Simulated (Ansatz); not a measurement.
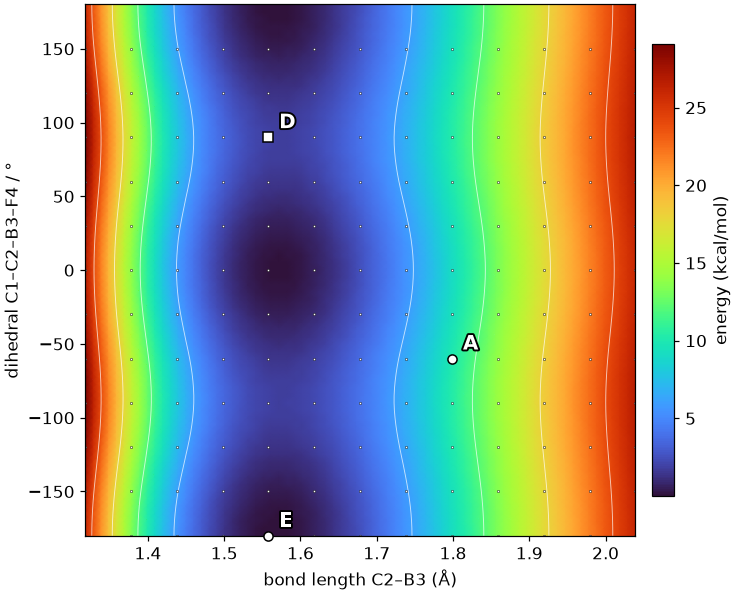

C₂H₅BF, SMILES CC[B]F, spin multiplicity 2. The first coordinate is: bond length C2–B3; the second: dihedral C1–C2–B3–F4. Nothing is relaxed (all other coordinates rigid). Grid: 13 × 12 points. Points are written as (first, second). All energies are given in kcal/mol relative to the relaxed molecule at the same level. Computed with UKS PBE-D4/def2-SVP (Ansatz).

Drawn: a smooth colour map with a few white contour lines, dots at the grid points, lettered points. Between grid points the surface is interpolated.

Q: Is E the lowest point of the computed grid?

A: Yes. E, at (1.558 Å, −180°), has the lowest energy of the grid.

Q: What kind of point is each of A, D, E: minimum, saddle, maximum or slope?

A: A: on a slope; D: saddle point; E: minimum. (In these two coordinates alone; a stationary point may lie a little off the grid point.)

Q: Rank the lettered points by energy, lowest first.

A: E (0.029 kcal/mol), D (1.9 kcal/mol), A (10.1 kcal/mol).
